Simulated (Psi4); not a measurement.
**CF+ (SMILES [C+]F) at TPSS/aug-cc-pVTZ**

What is the vertical singlet–triplet gap of CF+ at TPSS/aug-cc-pVTZ? 

The results are computed with Psi4 1.11.

3 further runs of the same task are left out: 1 that didn't finish, 2 set aside as unsound or not needed.

### 1 The molecule

The species is CF+ (2 atoms), meant as a singlet with charge +1. As SMILES, `[C+]F`. Geometry: relaxed at PBE0-D4/def2-TZVP.

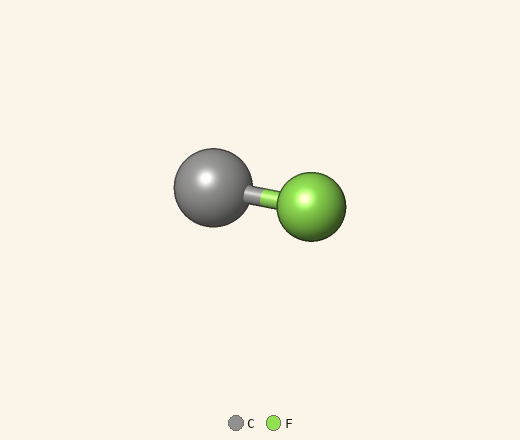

Viewed from a chosen angle; carbon grey, fluorine green.

### 2 Energy and forces at TPSS/aug-cc-pVTZ

run.py

```python
import psi4

psi4.set_memory(2200000000)
psi4.set_num_threads(1)
psi4.core.set_output_file('psi4.out', False)

mol = psi4.geometry("""
1 1
C      0.93025548    -0.30392465     0.47842196
F     -0.93025548     0.30392465    -0.47842196
units bohr
symmetry c1
""")

psi4.set_options({
    'basis': 'aug-cc-pVTZ',
    'puream': True,
    'e_convergence': 1e-09,
    'd_convergence': 1e-08,
    'scf_type': 'pk',
    'dft_radial_points': 99,
    'dft_spherical_points': 590,
})

energy_value, wavefunction = psi4.gradient('tpss', return_wfn=True)
psi4.oeprop(wavefunction, 'LOWDIN_CHARGES', 'WIBERG_LOWDIN_INDICES', 'MULLIKEN_CHARGES', title='TPSS')
print('gradient / Eh bohr^-1')
print(energy_value.np.round(6))
print(f'energy = {wavefunction.energy():.10f} Eh')
```

Command:

```console
$ python run.py
```

psi4.out:

```text
[...]
  Running in c1 symmetry.
[...]
  Nuclear repulsion =   24.785948848414900
[...]
  Multiplicity = 1
[...]
  Nalpha       = 7
  Nbeta        = 7
[...]
    Number of basis functions: 92
[...]
   @RKS iter   1:  -137.49868631635465    1.83195e-01   1.29175e-03 ADIIS/DIIS
[...]
   @RKS iter   9:  -137.50643427634299   -3.12639e-13   3.64968e-10 DIIS
[...]
    Orbital Energies [Eh]
    ---------------------
    Doubly Occupied:
       1A    -24.981292     2A    -10.611064     3A     -1.744181
       4A     -1.065813     5A     -0.937617     6A     -0.937617
       7A     -0.750363
[...]
  @RKS Final Energy:  -137.50643427634299
   => Energetics <=
    Nuclear Repulsion Energy =             24.7859488484149004
    One-Electron Energy =                -231.9736822430527070
    Two-Electron Energy =                  85.0971903542856580
    DFT Exchange-Correlation Energy =     -15.4158912359908378
    Empirical Dispersion Energy =           0.0000000000000000
    VV10 Nonlocal Energy =                  0.0000000000000000
    Total Energy =                       -137.5064342763429863
[...]
 Multipole Moments:
 ------------------------------------------------------------------------------------
     Multipole            Electronic (a.u.)      Nuclear  (a.u.)        Total (a.u.)
 ------------------------------------------------------------------------------------
 L = 1.  Multiply by 2.5417464519 to convert [e a0] to [Debye]
 Dipole X            :         -0.0000000           -0.0000000           -0.0000000
 Dipole Y            :         -0.0000000           -0.0000000           -0.0000000
 Dipole Z            :         -0.0673952            0.4210233            0.3536280
 Magnitude           :                                                    0.3536280
[...]
  -Total Gradient:
     Atom            X                  Y                   Z
    ------   -----------------  -----------------  -----------------
       1        0.000000000000    -0.000000000000    -0.026194365234
       2        0.000000000000    -0.000000000000     0.026191242853
[...]
  Mulliken Charges: (a.u.)
   Center  Symbol    Alpha    Beta     Spin     Total
       1     C     2.66645  2.66645  0.00000  0.66710
       2     F     4.33355  4.33355  0.00000  0.33290
   Total alpha =  7.00000, Total beta =  7.00000, Total charge =  1.00000
  Lowdin Charges: (a.u.)
   Center  Symbol    Alpha    Beta     Spin     Total
       1     C     2.82406  2.82406  0.00000  0.35188
       2     F     4.17594  4.17594  0.00000  0.64812
  Total alpha =  7.00000, Total beta =  7.00000, Total charge =  1.00000
[...]
```

On the terminal:

```text
gradient / Eh bohr^-1
[[ 0.       -0.       -0.026194]
 [ 0.       -0.        0.026191]]
energy = -137.5064342763 Eh
```

It took 39 s on 1 thread of Intel Xeon at 2.50GHz (Skylake/Cascade Lake), shared host; peak memory 1.1 GiB.

### 3 The triplet

cf.json

```json
{
  "schema_name": "qcschema_input",
  "schema_version": 1,
  "molecule": {
    "schema_name": "qcschema_molecule",
    "schema_version": 2,
    "symbols": ["C", "F"],
    "geometry": [0.93025548, -0.30392465, 0.47842196, -0.93025548, 0.30392465, -0.47842196],
    "molecular_charge": 1,
    "molecular_multiplicity": 3,
    "fix_symmetry": "c1",
    "fix_com": true,
    "fix_orientation": true
  },
  "driver": "gradient",
  "model": {
    "method": "tpss",
    "basis": "aug-cc-pVTZ"
  },
  "keywords": {
    "reference": "uks",
    "puream": true,
    "e_convergence": 1e-09,
    "d_convergence": 1e-08,
    "scf_type": "pk",
    "dft_radial_points": 99,
    "dft_spherical_points": 590,
    "maxiter": 100
  }
}
```

Command:

```console
$ psi4 --qcschema cf.json -n 1 --memory 2200MB
```

stdout:

```text
[...]
  Running in c1 symmetry.
[...]
  Nuclear repulsion =   24.785948848414904
[...]
  Multiplicity = 3
[...]
  Nalpha       = 8
  Nbeta        = 6
[...]
    Number of basis functions: 92
[...]
   @UKS iter   1:  -137.32513869221881    3.56743e-01   1.49542e-03 DIIS/ADIIS
[...]
   @UKS iter  10:  -137.33863466960989   -4.00746e-12   5.06686e-09 DIIS
[...]
   @S^2 Observed:                2.007961708E+00
[...]
    Orbital Energies [Eh]
    ---------------------
    Alpha Occupied:
       1A    -24.930249     2A    -10.608992     3A     -1.700009
       4A     -1.035954     5A     -0.907937     6A     -0.901569
       7A     -0.840127     8A     -0.562717
    Alpha Virtual:
       9A     -0.533106    10A     -0.212037    11A     -0.162664
      12A     -0.135804    13A     -0.133030    14A     -0.080364
      15A     -0.040663    16A     -0.038896    17A     -0.028533
      18A     -0.028132    19A     -0.023322    20A      0.058848
      21A      0.062028    22A      0.064145    23A      0.132935
      24A      0.155780    25A      0.158436    26A      0.160421
[...]
  @UKS Final Energy:  -137.33863466960989
   => Energetics <=
    Nuclear Repulsion Energy =             24.7859488484149040
    One-Electron Energy =                -232.2109453280525315
    Two-Electron Energy =                  85.5936016065120953
    DFT Exchange-Correlation Energy =     -15.5072397964843489
    Empirical Dispersion Energy =           0.0000000000000000
    VV10 Nonlocal Energy =                  0.0000000000000000
    Total Energy =                       -137.3386346696098883
[...]
 Multipole Moments:
 ------------------------------------------------------------------------------------
     Multipole            Electronic (a.u.)      Nuclear  (a.u.)        Total (a.u.)
 ------------------------------------------------------------------------------------
 L = 1.  Multiply by 2.5417464519 to convert [e a0] to [Debye]
 Dipole X            :          3.3464351           -2.7907664            0.5556686
 Dipole Y            :         -1.0933170            0.9117739           -0.1815430
 Dipole Z            :          1.7210412           -1.4352659            0.2857753
 Magnitude           :                                                    0.6506866
[...]
  -Total Gradient:
     Atom            X                  Y                   Z
    ------   -----------------  -----------------  -----------------
       1       -0.104339737784     0.034088934673    -0.053660981236
       2        0.104338187712    -0.034088428248     0.053660184047
[...]
```

The result, in JSON:

```text
{
 "driver": "gradient",
 "model": {
  "method": "tpss",
  "basis": "aug-cc-pVTZ"
 },
 "success": true,
 "return_result": [-0.1043397377843831, 0.03408893467319951, -0.05366098123569302, 0.10433818771200021, -0.034088428247548486, 0.05366018404741324],
 "properties": {
  "calcinfo_nbasis": 92,
  "calcinfo_nmo": 92,
  "calcinfo_nalpha": 8,
  "calcinfo_nbeta": 6,
  "calcinfo_natom": 2,
  "nuclear_repulsion_energy": 24.785948848414904,
  "return_energy": -137.3386346696099,
  "return_gradient": [-0.1043397377843831, 0.03408893467319951, -0.05366098123569302, 0.10433818771200021, -0.034088428247548486, 0.05366018404741324],
  "scf_one_electron_energy": -232.21094532805253,
  "scf_two_electron_energy": 85.5936016065121,
  "scf_xc_energy": -15.507239796484349,
  "scf_dipole_moment": [0.5556686343447854, -0.18154302644819031, 0.28577534115016223],
  "scf_total_energy": -137.3386346696099,
  "scf_total_gradient": [-0.1043397377843831, 0.03408893467319951, -0.05366098123569302, 0.10433818771200021, -0.034088428247548486, 0.05366018404741324],
  "scf_iterations": 10
 }
}
```

It took 57 s on 1 thread of Intel Xeon at 2.50GHz (Skylake/Cascade Lake), shared host; peak memory 1.1 GiB.

### 4 What came out

Level: TPSS/aug-cc-pVTZ.

| quantity | value |
| --- | --- |
| singlet: total energy | -137.50643 Eh |
| singlet: HOMO energy | -20.42 eV |
| singlet: LUMO energy | -13.72 eV |
| singlet: HOMO–LUMO gap | 6.70 eV |
| singlet: largest force on an atom | 1.347 eV/Å |
| triplet: total energy | -137.33863 Eh |
| triplet: HOMO energy (highest over α and β) | -15.31 eV |
| triplet: ⟨S²⟩ | 2.008 |
| triplet: largest force on an atom | 6.283 eV/Å |
| vertical energy of the triplet above the singlet | 4.566 eV |

**Reading.** At this shape the triplet lies 4.57 eV (441 kJ/mol) above the singlet. The largest force (singlet) is 1.35 eV/Å: the shape isn't a stationary point for this species at this level.
